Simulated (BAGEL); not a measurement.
# C3H5F (SMILES C/C=C/F): B3LYP/6-31G(d) (density fitting with qzvpp-jkfit, spherical functions)

Aim: the energy change on altering one bond length of C3H5F at B3LYP/6-31G* (density fitting with qzvpp-jkfit, spherical functions), from 2 runs. 

Program for the calculation: BAGEL 1.2.2.

1 further run of the same task is left out (set aside as unsound or not needed). Runs told in other sessions of the task aren't counted.

## Step 1: Starting point

The species is C3H5F (9 atoms), meant as a singlet with charge 0. As SMILES, `C/C=C/F`. Geometry: relaxed at PBE0-D4/def2-TZVP.

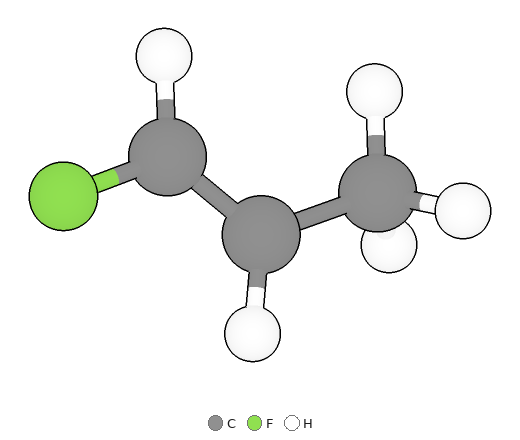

The structure, seen from a chosen angle (carbon grey, fluorine green, hydrogen white).

## Step 2: A single-point energy at B3LYP/6-31G(d) (density fitting with qzvpp-jkfit, spherical functions)

calc.json

```json
{ "bagel" : [

{
  "title" : "molecule",
  "basis" : "6-31gs.json",
  "df_basis" : "qzvpp-jkfit",
  "angstrom" : true,
  "geometry" : [
    { "atom" : "C", "xyz" : [      -0.482600,       1.041700,      -0.078600 ] },
    { "atom" : "C", "xyz" : [       0.190700,      -0.232400,      -0.454700 ] },
    { "atom" : "C", "xyz" : [       0.503900,      -1.168300,       0.420300 ] },
    { "atom" : "F", "xyz" : [       1.110100,      -2.308100,       0.061300 ] },
    { "atom" : "H", "xyz" : [      -1.439100,       1.150700,      -0.598200 ] },
    { "atom" : "H", "xyz" : [      -0.675100,       1.090900,       0.995000 ] },
    { "atom" : "H", "xyz" : [       0.129000,       1.906700,      -0.351600 ] },
    { "atom" : "H", "xyz" : [       0.437900,      -0.404300,      -1.498400 ] },
    { "atom" : "H", "xyz" : [       0.313700,      -1.123300,       1.487600 ] }
  ]
},

{ "title" : "ks", "xc_func" : "b3lyp" },

{ "title" : "print", "file" : "orbitals.molden", "orbitals" : true }

]}
```

The basis set 6-31G* is read from a file made from the Basis Set Exchange's data (not shown).

Command:

```
BAGEL_NUM_THREADS=1 BAGEL calc.json > calc.out
```

The program printed:

```text
* using 1 threads per process

  ===============================================================
  ===============================================================

  *** Geometry ***

  { "atom" : "C", "xyz" : [     -0.911982,      1.968528,     -0.148532 ] },
  { "atom" : "C", "xyz" : [      0.360371,     -0.439172,     -0.859258 ] },
  { "atom" : "C", "xyz" : [      0.952233,     -2.207767,      0.794252 ] },
  { "atom" : "F", "xyz" : [      2.097785,     -4.361677,      0.115840 ] },
  { "atom" : "H", "xyz" : [     -2.719505,      2.174508,     -1.130434 ] },
  { "atom" : "H", "xyz" : [     -1.275754,      2.061502,      1.880277 ] },
  { "atom" : "H", "xyz" : [      0.243775,      3.603141,     -0.664428 ] },
  { "atom" : "H", "xyz" : [      0.827511,     -0.764016,     -2.831566 ] },
  { "atom" : "H", "xyz" : [      0.592807,     -2.122729,      2.811157 ] },

  Number of auxiliary basis functions:      392

  Since a DF basis is specified, we compute 2- and 3-index integrals:
    o Being stored without compression. Storage requirement is 0.014 GB

  Number of basis functions:       66
  Number of electrons      :       32

    * METHOD: MOLECULE                             0.11

  *** Kohn-Sham DFT ***

    * Removing 16259 points whose weight is below 1.00e-10
    * Grid points: 117895

  === Nuclear Repulsion ===
   113.8225906714

       - DIIS with orbital gradients will be used.

  === KS iteration (b3lyp / 6-31gs.json) ===
      0       -181.45396777          0.17469484           0.23
      1       -131.04630763          0.17536005           0.21
      2       -102.35559440          0.22673481           0.21
      3       -194.96093577          0.15436854           0.21
      4       -209.35104506          0.10926196           0.21
      5       -216.36056253          0.04839589           0.21
      6       -215.13103547          0.08255877           0.21
      7       -207.28508008          0.12665094           0.21
      8       -216.85462174          0.03007982           0.21
      9       -217.09410107          0.01132978           0.21
     10       -217.12794095          0.00418970           0.21
     11       -217.13394666          0.00155358           0.21
     12       -217.13472862          0.00022545           0.21
     13       -217.13474283          0.00010851           0.21
     14       -217.13474513          0.00006028           0.21
     15       -217.13474605          0.00000568           0.21
     16       -217.13474605          0.00000315           0.21
     17       -217.13474606          0.00000077           0.21
     18       -217.13474606          0.00000018           0.21
     19       -217.13474606          0.00000008           0.21
     20       -217.13474606          0.00000003           0.21
     21       -217.13474606          0.00000000           0.21
    * SCF iteration converged.

    * Permanent dipole moment:
           (    0.262191,    -0.503717,    -0.122015) a.u.

    * METHOD: KS                                   5.13

    * METHOD: PRINT                                0.01

  ===============================================================
```

Wall time 5.4 s (1 thread of Arm Neoverse V2, shared host); peak memory 0.36 GiB.

## Step 3: The distorted shape

calc.json

```json
{ "bagel": [

{
  "title": "molecule",
  "basis": "6-31gs.json",
  "df_basis": "qzvpp-jkfit",
  "angstrom": "true",
  "geometry": [
    { "atom": "C", "xyz": [   -0.971893,    0.349682,    0.139806 ] },
    { "atom": "C", "xyz": [   -0.298593,   -0.924418,   -0.236294 ] },
    { "atom": "C", "xyz": [    0.014607,   -1.860318,    0.638706 ] },
    { "atom": "F", "xyz": [    0.620807,   -3.000118,    0.279706 ] },
    { "atom": "H", "xyz": [   -1.928393,    0.458682,   -0.379794 ] },
    { "atom": "H", "xyz": [   -1.164393,    0.398882,    1.213406 ] },
    { "atom": "H", "xyz": [    0.129000,    1.906700,   -0.351600 ] },
    { "atom": "H", "xyz": [   -0.051393,   -1.096318,   -1.279994 ] },
    { "atom": "H", "xyz": [   -0.175593,   -1.815318,    1.706006 ] }
  ]
},
{ "title": "ks", "xc_func": "b3lyp" },
{ "title": "print", "file": "orbitals.molden", "orbitals": "true" }

]}
```

The basis set 6-31G* is read from a file made from the Basis Set Exchange's data (not shown).

Command:

```
BAGEL_NUM_THREADS=1 BAGEL calc.json > calc.out
```

The program printed:

```text
* using 1 threads per process

  ===============================================================
  ===============================================================

  *** Geometry ***

  { "atom" : "C", "xyz" : [     -1.836612,      0.660803,      0.264195 ] },
  { "atom" : "C", "xyz" : [     -0.564259,     -1.746897,     -0.446531 ] },
  { "atom" : "C", "xyz" : [      0.027603,     -3.515492,      1.206979 ] },
  { "atom" : "F", "xyz" : [      1.173155,     -5.669401,      0.528568 ] },
  { "atom" : "H", "xyz" : [     -3.644135,      0.866783,     -0.717707 ] },
  { "atom" : "H", "xyz" : [     -2.200384,      0.753778,      2.293005 ] },
  { "atom" : "H", "xyz" : [      0.243775,      3.603141,     -0.664428 ] },
  { "atom" : "H", "xyz" : [     -0.097119,     -2.071741,     -2.418838 ] },
  { "atom" : "H", "xyz" : [     -0.331823,     -3.430454,      3.223884 ] },

  Number of auxiliary basis functions:      392

  Since a DF basis is specified, we compute 2- and 3-index integrals:
    o Being stored without compression. Storage requirement is 0.014 GB

  Number of basis functions:       66
  Number of electrons      :       32

    * METHOD: MOLECULE                             0.12

  *** Kohn-Sham DFT ***

    * Removing 15342 points whose weight is below 1.00e-10
    * Grid points: 118812

  === Nuclear Repulsion ===
   111.6000660838

       - DIIS with orbital gradients will be used.

  === KS iteration (b3lyp / 6-31gs.json) ===
      0       -181.92099235          0.17136915           0.22
      1       -134.09008749          0.16921494           0.20
      2       -152.03412101          0.21203725           0.20
      3       -196.51363823          0.14885733           0.20
      4       -205.69369865          0.10968570           0.20
      5       -214.14864799          0.09314740           0.20
      6       -211.61342307          0.11363530           0.20
      7       -160.01168709          0.23364733           0.20
      8       -214.86696262          0.06485340           0.20
      9       -216.26228435          0.05048535           0.20
     10       -216.84028641          0.02236145           0.20
     11       -216.98651686          0.00907276           0.20
     12       -217.00936378          0.00453605           0.20
     13       -217.01469829          0.00156179           0.20
     14       -217.01552733          0.00106940           0.20
     15       -217.01595148          0.00029260           0.20
     16       -217.01596449          0.00021704           0.20
     17       -217.01597878          0.00001088           0.20
     18       -217.01597879          0.00000969           0.20
     19       -217.01597881          0.00000494           0.20
     20       -217.01597882          0.00000090           0.20
     21       -217.01597882          0.00000067           0.20
     22       -217.01597882          0.00000010           0.21
     23       -217.01597882          0.00000007           0.21
     24       -217.01597882          0.00000001           0.21
    * SCF iteration converged.

    * Permanent dipole moment:
           (    0.431921,     0.091219,    -0.255531) a.u.

    * METHOD: KS                                   5.59

    * METHOD: PRINT                                0.01

  ===============================================================
```

It took 6 s on 1 thread of Arm Neoverse V2, shared host; peak memory 0.36 GiB.

## Step 4: What came out

At B3LYP/6-31G* (density fitting with qzvpp-jkfit, spherical functions):

```
                                                         quantity          value
                                        first shape: total energy  -217.13475 Eh
                                       first shape: dipole moment         1.48 D
                                         first shape: HOMO energy       -6.61 eV
                                         first shape: LUMO energy        0.94 eV
                                       first shape: HOMO–LUMO gap        7.55 eV
                                    distorted shape: total energy  -217.01598 Eh
                                   distorted shape: dipole moment         1.30 D
                                     distorted shape: HOMO energy       -6.59 eV
                                     distorted shape: LUMO energy       -1.81 eV
                                   distorted shape: HOMO–LUMO gap        4.78 eV
energy change with the C1–H7 bond stretched from 1.094 to 1.969 Å       3.232 eV
```

In words: With the C1–H7 bond stretched from 1.094 to 1.969 Å the energy rises by 3.23 eV (75 kcal/mol). The first shape isn't relaxed at this level, so the change isn't measured from a minimum. A restricted reference can't describe the breaking bond well at this length.
